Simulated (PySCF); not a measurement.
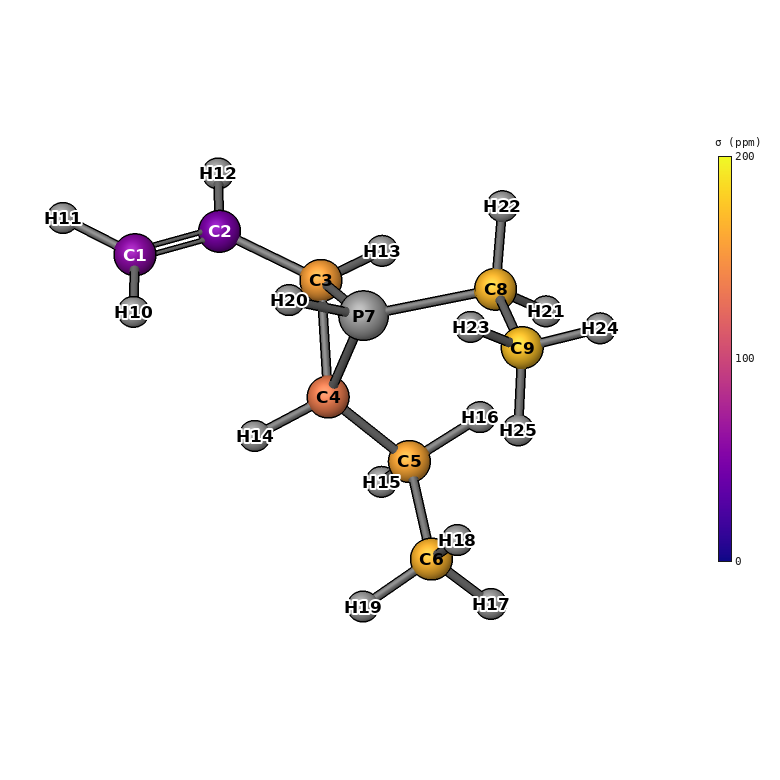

Atoms are coloured by their isotropic NMR shieldings (C only, the others grey). State: charge +1, singlet. The computed structure is the end point of a GFN2-xTB optimisation. No frequency run is at hand to confirm it as a minimum. Properties computed with GIAO PBE0/pcSseg-1 NMR shielding, non-relativistic, gas phase (PySCF 2.14.0).

Question: Which C atom is the most shielded (lowest chemical shift)?

Answer: C9 (174.7 ppm).

Question: Which C atom is the least shielded (highest chemical shift)?

Answer: C2 (48.7 ppm).

Question: How wide is the range of C shifts?

Answer: 126.0 ppm.

List the isotropic NMR shieldings of the C atoms.

```csv
atom,σ (ppm)
C1,57.1
C2,48.7
C3,156.4
C4,136.7
C5,160.3
C6,167.9
C8,170.3
C9,174.7
```

The geometry is semi-empirical. Around P such bond lengths and angles can be off by a tenth of an ångström or more and by several degrees, and values that hang on the shape move with them.
